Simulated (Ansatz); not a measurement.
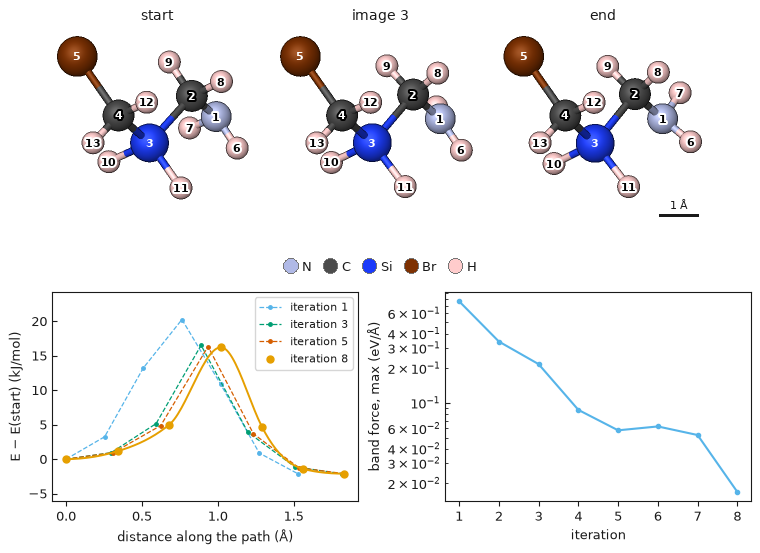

A nudged-elastic-band calculation for C₂H₈BrNSi. Images are numbered from 0 (start) to 6 (end). The plot follows the band through its iterations. The picture is a ball-and-stick view, seen from a free direction.

Theory: RKS PBE0-D4/def2-SVP in Ansatz. Settings: 5 movable images; climbing image; force threshold 0.03 eV/Å; iteration limit 60; starting path by image-dependent pair potential.

Q: How did the profile develop, and is the result final?

A: The result is final at these settings. The band converged in 8 iterations. The largest component of the band force went from 0.76 to 0.017 eV/Å. The climbing image converged on the top of the path. Its vibrational analysis gives one imaginary mode (628i cm⁻¹), as a transition state must have. The first iteration put the highest image at 20.3 kJ/mol. The highest point, image 3, lies 16.2 kJ/mol above the start and 18.3 kJ/mol above the end; the end is at −2.1 kJ/mol relative to the start.

Cost: 2.3 min on 2 threads of Intel(R) Xeon(R) Platinum 8488C (Sapphire Rapids), on a shared host, peak memory 0.38 GiB.
